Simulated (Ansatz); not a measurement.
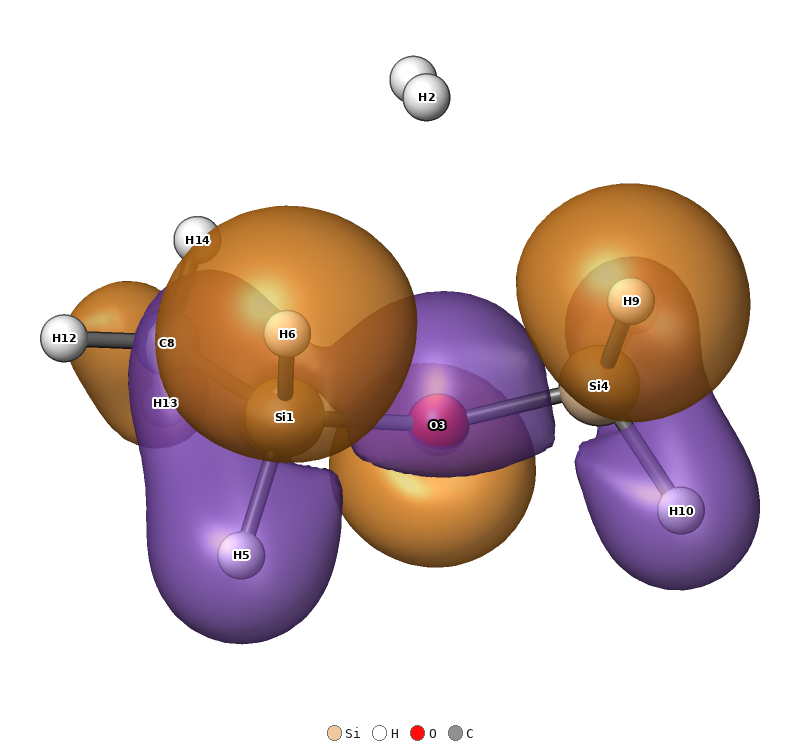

The picture shows: CH₈OSi₂···H₂. The HOMO−1 at ±0.06 Å⁻³ᐟ² (orange and purple are the two phases), seen across its widest extent.

Computed with Ansatz 0.2.0, RKS B3LYP-D4/def2-SVP.

```yaml
atoms:
  - { symbol: Si, position_ang: [-0.7068, 1.1047, -0.0307] }
  - { symbol: H, position_ang: [2.4830, -0.2141, 0.4711] }
  - { symbol: O, position_ang: [-0.8445, -0.4750, 0.4699] }
  - { symbol: Si, position_ang: [-0.4146, -1.7257, 1.4627] }
  - { symbol: H, position_ang: [-2.0289, 1.7718, 0.1504] }
  - { symbol: H, position_ang: [0.3028, 1.8065, 0.8199] }
  - { symbol: H, position_ang: [2.5406, -0.5888, -0.1880] }
  - { symbol: C, position_ang: [-0.1970, 1.1560, -1.8313] }
  - { symbol: H, position_ang: [0.6102, -1.2821, 2.4545] }
  - { symbol: H, position_ang: [-1.6163, -2.2171, 2.1948] }
  - { symbol: H, position_ang: [0.1483, -2.8413, 0.6500] }
  - { symbol: H, position_ang: [-0.1190, 2.1983, -2.1830] }
  - { symbol: H, position_ang: [-0.9380, 0.6369, -2.4604] }
  - { symbol: H, position_ang: [0.7803, 0.6700, -1.9799] }
```

What is the character of this orbital?

Its weight (Hirshfeld) is mainly on O3 (about 35 %), H6 (about 15 %), Si1 (about 15 %), H9 (about 10 %) and Si4 (about 10 %). Its energy is −8.25 eV.
